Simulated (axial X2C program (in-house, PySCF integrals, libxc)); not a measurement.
# A two-component session on Te₂⁺: EOM-EA-CCSD levels

Wanted for Te₂⁺: EOM-EA-CCSD levels, at the two-component level.

Method: two-component X2C with atomic mean-field terms, Te dyall-acv3z; program: an in-house X2C program for linear molecules on PySCF integrals.

All values are calculated.

### 1 The job

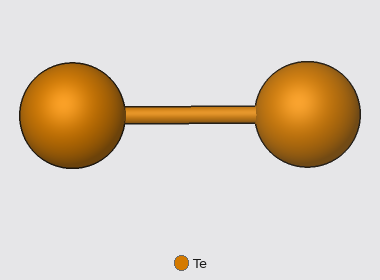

The two atoms at 2.560 Å (tellurium orange).

File task.json:

```json
{"zs": [52, 52], "q": 1, "bas": ["dyall-acv3z", "dyall-acv3z"], "r0": 2.56, "eom": "ea", "thr": -1.0, "nmax": 92, "grid": [1, 0.96, 1.045, 0.92, 1.09, 1.15]}
```

Keys: zs atomic numbers; q charge; bas basis sets; r0 starting distance in Å; eom kind of EOM run; thr threshold in hartree for freezing inner shells (an s shell follows its p shell); nmax most natural virtual spinors; grid distances as factors.

The run is started by

```console
python soeom.py task.json out
```

Nuclei are Gaussian, cores are contracted, and the Gaunt term is on.

### 2 EOM-EA-CCSD at 2.483 Å

Reference: the closed shell Te₂²⁺; 10 electrons correlated, 92 virtual spinors; roots sought by Ω: 1/2: 5, 3/2: 4, 5/2: 2, 7/2: 1.

Output:

```text
two-component X2C + atomic mean field  HF
basis functions 280  fitting functions 1398  grid points 5802
iter        total energy     max residual
   1     -13575.365433785     2.91e-01
   2     -13575.401791077     4.90e-03
   3     -13575.402828541     1.86e-03
   4     -13575.402979034     8.28e-04
   5     -13575.403036617     6.43e-04
   6     -13575.403069301     4.49e-04
   7     -13575.403088884     2.57e-04
   8     -13575.403096205     1.08e-04
   9     -13575.403097694     1.62e-05
  10     -13575.403097722     3.26e-06
  11     -13575.403097724     8.85e-07
converged
one-electron -19721.90540598  Coulomb 5927.22017507  exact exchange -348.90549369  xc functional 0.00000000  nuclear repulsion 576.27675325  atomic mean-field constant -8.08912638
correlated 10  virtual 378  natural virtual 92  E(MP2) -0.259874982  MP2 remainder -0.023524877
iter   CCSD correlation   residual
   1     -0.229188036   2.22e-01
   2     -0.241305179   1.03e-01
   3     -0.246207366   4.82e-02
   4     -0.246928826   1.79e-02
   5     -0.246951251   5.96e-03
   6     -0.246954049   2.61e-03
   7     -0.246987234   1.07e-03
   8     -0.246986911   4.93e-04
   9     -0.246987334   2.01e-04
  10     -0.246988384   5.82e-05
  11     -0.246988538   1.65e-05
  12     -0.246988855   5.71e-06
  13     -0.246988818   2.45e-06
  14     -0.246988896   1.26e-06
  15     -0.246988913   5.66e-07
(T) -0.017780823  T1 0.0421  D1 0.0684  max T2 0.142
EOM-EA-CCSD roots
2*Omega      energy/Eh   energy/eV  one-particle weight
    1      -0.51583722    -14.0366      0.955
    1      -0.38285183    -10.4179      0.934
    1      -0.37924278    -10.3197      0.006
    1      -0.36566626     -9.9503      0.013
    1      -0.35473273     -9.6528      0.011
    3      -0.49774739    -13.5444      0.956
    3      -0.38725156    -10.5377      0.001
    3      -0.35336217     -9.6155      0.008
    3      -0.31146642     -8.4754      0.000
    5      -0.38520720    -10.4820      0.000
    5      -0.32763007     -8.9153      0.002
    7      -0.34797632     -9.4689      0.002
```

T1 in the output is the amplitude norm over the root of the electron number; divide by √2 for the Lee–Taylor value.

| Ω | binding energy (eV) | above lowest (cm⁻¹) | spinor | weight |
| --- | --- | --- | --- | --- |
| 1/2 | 14.037 | 0 | 78% Te pπ, 6% Te dπ | 0.95 |
| 3/2 | 13.544 | 3970 | 80% Te pπ, 7% Te dπ | 0.96 |
| 1/2 | 10.418 | 29190 | 56% Te pσ, 16% Te dσ | 0.93 |

Run time: 15 s. Hardware: 1 thread of Arm Neoverse V1, shared host; peak memory 0.85 GiB.

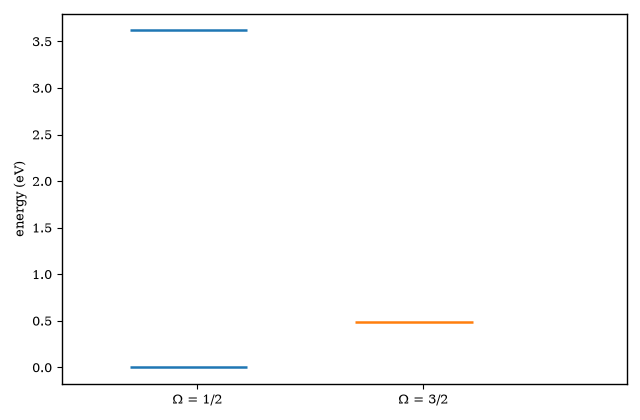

The roots by Ω, from the lowest.

### 3 EOM-EA-CCSD at 2.384 Å

| Ω | binding energy (eV) | above lowest (cm⁻¹) | spinor | weight |
| --- | --- | --- | --- | --- |
| 1/2 | 13.986 | 0 | 76% Te pπ, 7% Te dπ | 0.96 |
| 3/2 | 13.490 | 4000 | 78% Te pπ, 8% Te dπ | 0.96 |
| 1/2 | 9.943 | 32610 | 50% Te pσ, 18% Te dσ | 0.93 |

Run time: 16 s. Hardware: 1 thread of Arm Neoverse V1, shared host; peak memory 0.85 GiB.

### 4 EOM-EA-CCSD at 2.595 Å

| Ω | binding energy (eV) | above lowest (cm⁻¹) | spinor | weight |
| --- | --- | --- | --- | --- |
| 1/2 | 14.072 | 0 | 80% Te pπ | 0.95 |
| 3/2 | 13.584 | 3940 | 84% Te pπ | 0.95 |
| 1/2 | 10.910 | 25500 | 60% Te pσ, 13% Te dσ | 0.93 |

It took 16 s on 1 thread of Arm Neoverse V1, shared host; peak memory 0.85 GiB.

### 5 EOM-EA-CCSD at 2.284 Å

| Ω | binding energy (eV) | above lowest (cm⁻¹) | spinor | weight |
| --- | --- | --- | --- | --- |
| 1/2 | 13.916 | 0 | 74% Te pπ, 9% Te dπ | 0.96 |
| 3/2 | 13.418 | 4020 | 74% Te pπ, 10% Te dπ | 0.96 |
| 1/2 | 9.439 | 36110 | 46% Te pσ, 21% Te dσ | 0.93 |

It took 16 s on 1 thread of Arm Neoverse V1, shared host; peak memory 0.87 GiB.

### 6 EOM-EA-CCSD at 2.707 Å

| Ω | binding energy (eV) | above lowest (cm⁻¹) | spinor | weight |
| --- | --- | --- | --- | --- |
| 1/2 | 14.092 | 0 | 78% Te pπ | 0.95 |
| 3/2 | 13.603 | 3950 | 86% Te pπ | 0.95 |
| 1/2 | 11.359 | 22040 | 64% Te pσ, 11% Te dσ | 0.93 |

Wall time 16 s (1 thread of Arm Neoverse V1, shared host); peak memory 0.87 GiB.

### 7 EOM-EA-CCSD at 2.855 Å

| Ω | binding energy (eV) | above lowest (cm⁻¹) | spinor | weight |
| --- | --- | --- | --- | --- |
| 1/2 | 14.095 | 0 | 76% Te pπ, 7% Te pσ | 0.95 |
| 3/2 | 13.598 | 4010 | 90% Te pπ | 0.95 |
| 1/2 | 11.876 | 17900 | 68% Te pσ, 8% Te dσ | 0.92 |

Run time: 18 s. Hardware: 1 thread of Arm Neoverse V1, shared host; peak memory 0.87 GiB.

### 8 Curves of the states

Energies in eV from the lowest point of the lowest state; states are followed by energy order within each Ω.

| R (Å) | (1)Ω=1/2 | (1)Ω=3/2 | (2)Ω=1/2 |
| --- | --- | --- | --- |
| 2.284 | 0.5962 | 1.0944 | 5.0733 |
| 2.384 | 0.1502 | 0.6459 | 4.1929 |
| 2.483 | 0.0000 | 0.4922 | 3.6187 |
| 2.595 | 0.0631 | 0.5518 | 3.2253 |
| 2.707 | 0.2709 | 0.7601 | 3.0041 |
| 2.855 | 0.6582 | 1.1550 | 2.8770 |

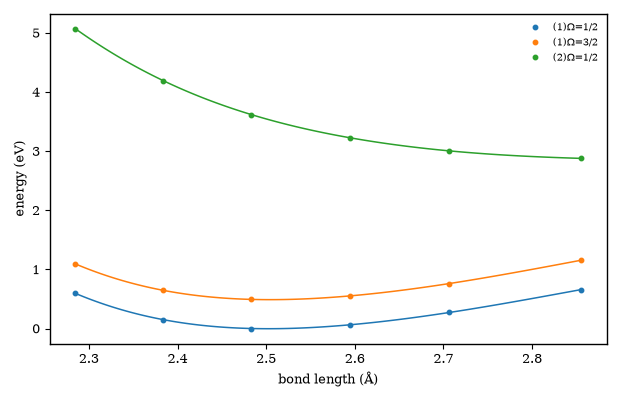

The states along the bond.

Constants where the minimum is well bracketed (masses 129.906 and 129.906 u):

| state | Te (cm⁻¹) | Re (Å) | ωe (cm⁻¹) |
| --- | --- | --- | --- |
| (1)Ω=1/2 | 0 | 2.503 | 274.1 |
| (1)Ω=3/2 | 3960 | 2.505 | 273.9 |

### 9 Summary of results

| quantity | value |
| --- | --- |
| lowest root at 2.483 Å | Ω = 1/2, 14.037 eV |
| next root led by one particle | Ω = 3/2, about 3970 cm⁻¹ higher |
| T1 of the reference | 0.030 |
| lowest state, Re and ωe | 2.503 Å, 274.1 cm⁻¹ |

**Reading.** The added electron is bound by 14.04 eV in a spinor of 78% Te pπ, 6% Te dπ. Errors of 0.1 to 0.3 eV are usual at this size, and roots led by higher excitations are left out, so the list is incomplete, and low states of that kind can be missing. g and u states are not told apart. T1 or the largest double amplitude of the reference is raised, which lowers the reliability. The bond is 0.022 Å longer than in the closed-shell reference at CCSD (2.481 Å).
